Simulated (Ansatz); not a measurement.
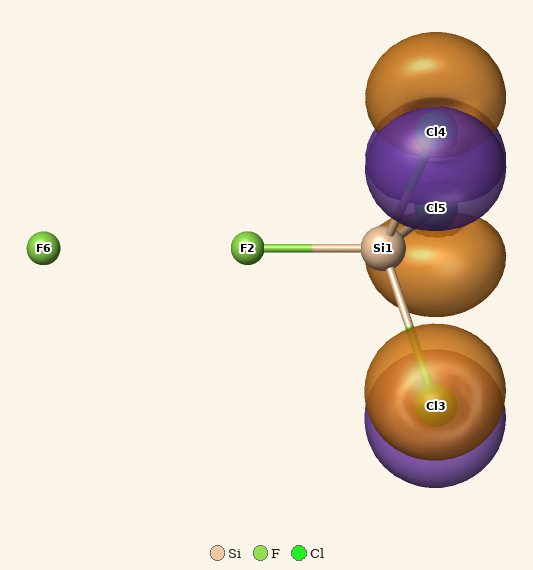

Figure 1: Cl₃FSi···F (doublet). One frontier orbital at ±0.15 Å⁻³ᐟ² (orange and purple are the two phases), seen from one side.

Level of theory: UKS B3LYP/def2-SVP (Ansatz 0.2.0).

Input

```
crystal:
  periodic: [false, false, false]
  atoms:
    - { symbol: Si, position_ang: [0.000626, 0.0, -0.30582] }
    - { symbol: F, position_ang: [0.000188, 0.0, 2.485973] }
    - { symbol: Cl, position_ang: [1.95728, 0.0, -0.995239] }
    - { symbol: Cl, position_ang: [-0.977751, 1.694493, -0.995157] }
    - { symbol: Cl, position_ang: [-0.977751, -1.694493, -0.995157] }
    - { symbol: F, position_ang: [-0.000393, 0.0, 3.7975] }
magnetization:
  spin_polarized: true
  initial_magnetization: 1
basis:
  gaussian: { orbitals: def2-SVP }
hamiltonian:
  xc: b3lyp
relax:
  f_tol: 0.03
  max_steps: 50
output:
  orbitals: {}
```

Command:

```sh
ansatz run input.yaml --threads 4 --pin off --max-ram 5120MiB --backend cpu --events-out ev --progress --plain --runs-dir out
```

The fields are those of the run's last geometry, not of the input's.

Which orbital is it: HOMO (α) or LUMO (α)?

The HOMO (α), at −9.22 eV. Its weight (Hirshfeld) is mainly on Cl3 (about 30 %), Cl4 (about 30 %) and Cl5 (about 30 %); largely a combination of lone pairs on Cl3, Cl4 and Cl5.
